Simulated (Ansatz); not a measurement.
Input file:

```
crystal:
  periodic: [false, false, false]
  atoms:
    - {symbol: Al, position_ang: [-0.797552, 0.174950, -1.235132]}
    - {symbol: Cl, position_ang: [-2.391268, 1.399743, -1.918935]}
    - {symbol: O, position_ang: [1.331776, -1.461716, -0.321190]}
    - {symbol: Si, position_ang: [1.219393, 0.149131, 0.195130]}
    - {symbol: Si, position_ang: [0.172195, -2.094844, -1.383536]}
    - {symbol: H, position_ang: [1.111800, 0.213443, 1.680985]}
    - {symbol: H, position_ang: [2.446233, 0.905444, -0.187393]}
    - {symbol: H, position_ang: [0.821531, -2.576016, -2.636656]}
    - {symbol: H, position_ang: [-0.512741, -3.267650, -0.768016]}
basis:
  gaussian: {orbitals: def2-TZVPD}
output: {forces: true, orbitals: {seedname: orbitals}}
hamiltonian: {xc: {name: PBE0}}
```

Command:

```sh
ansatz run input.yaml --threads 2 --pin off --max-ram 4350MiB --events-out events.jsonl --progress --plain --runs-dir runs
```

Geometry: B3LYP/6-31G*.

The calculation used isolated molecule in a Gaussian basis; Kohn-Sham density functional theory, functional PBE0 (Ansatz 0.2.0).

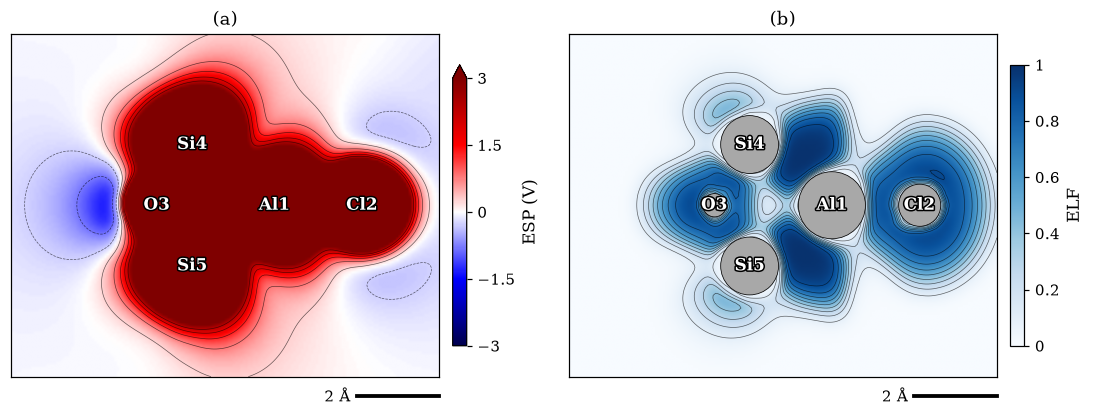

AlClH$_{4}$OSi$_{2}$ (SMILES [Cl][Al]1[SiH2]O[SiH2]1). (a) electrostatic potential; (b) electron localisation function on the plane of atoms Si4, Al1 and Si5. Grey discs cover the atomic cores in the ELF map.

### What do the fields say about this system?

- The section cuts through Al, Cl, O and Si sites.
- Si–O (1.70 Å): the ELF peaks at about 0.85 between the atoms, as expected for a polar covalent bond.
- Al–Cl (2.12 Å): the ELF peaks at about 0.85 in the valence shell of Cl, 0.9 Å from its nucleus, and is about 0.80 at the midpoint.
- Al–Si (2.47 Å): the ELF peaks at about 0.95 between the atoms, as expected for a shared electron pair.
- The ELF also peaks beside Cl2 and O3, away from the bonds: lone-pair regions.
- Outside the dense part of the molecule the potential is most negative (−1.3 V) near O3.
